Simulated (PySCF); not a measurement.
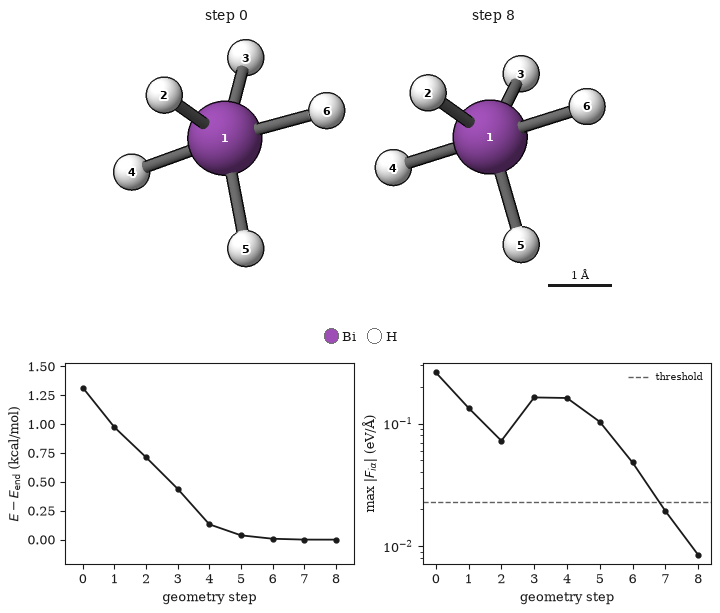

First and last geometry of a relaxation of BiH5, with the history of the run. The picture is a ball-and-stick view, seen at a tilt.

The start is a saddle point found before, displaced along its imaginary mode.

Method: RKS PBE0, Bi def2-SVP with ECP60, H def2-SVP; non-relativistic Hamiltonian with scalar-relativistic core potentials; density fitting (PySCF).

Input file:
```
mol = gto.M(atom='''
Bi     0.00000     0.00000    -0.00135
H     -0.00000    -0.00000     1.75304
H      1.73978     0.00000    -0.60805
H      0.00000     1.87964    -0.12801
H     -1.73978     0.00000    -0.60805
H      0.00000    -1.87964    -0.12801''',
    basis={'Bi': 'def2-SVP', 'H': 'def2-SVP'},
    ecp={'Bi': 'def2-SVP'},
    charge=0, spin=0)
mf = dft.RKS(mol, xc='PBE0')
mf.grids.atom_grid = (50, 194)  # f atoms: at least (60, 302), unpruned
mf = mf.density_fit()  # Bi def2-universal-JKFIT, H def2-universal-JKFIT
mf.conv_tol = 1e-08; mf.max_cycle = 55
mf.kernel(dm0)
# quasi-Newton relaxation in Cartesian coordinates to a largest gradient under 0.00045 Eh/bohr, steps kept in the point group
```

Launched with:
```bash
OMP_NUM_THREADS=2 python run.py
```

### Read the history and describe the run.

It converged. Over 8 geometry steps the energy falls by 1.32 kcal/mol. The largest force component goes from 0.26 to 0.0085 eV/Å. The largest moves after the best rigid fit, 0.30 Å, are those of H3 and H5. Largest moves by element: H 0.30 Å, Bi 0.05 Å. Some distances before and after: Bi1–H3 1.843 → 1.797 Å, Bi1–H2 1.754 → 1.798 Å, Bi1–H4 1.884 → 1.867 Å. Among the angles between lasting bonds that change: H3–Bi1–H5 141.6° → 120.0°, H2–Bi1–H3 109.2° → 120.0°, H4–Bi1–H6 172.3° → 180.0°. The run took 6 s on 2 threads of Arm Neoverse V2, on a shared host, peak memory 0.56 GiB.

```csv
step,"E − E(0), kcal/mol","largest force component, eV/Å"
0,0.00,0.2609
1,-0.34,0.1340
2,-0.60,0.0723
3,-0.88,0.1632
4,-1.18,0.1615
5,-1.28,0.1034
6,-1.31,0.0482
7,-1.32,0.0194
8,-1.32,0.0085
```
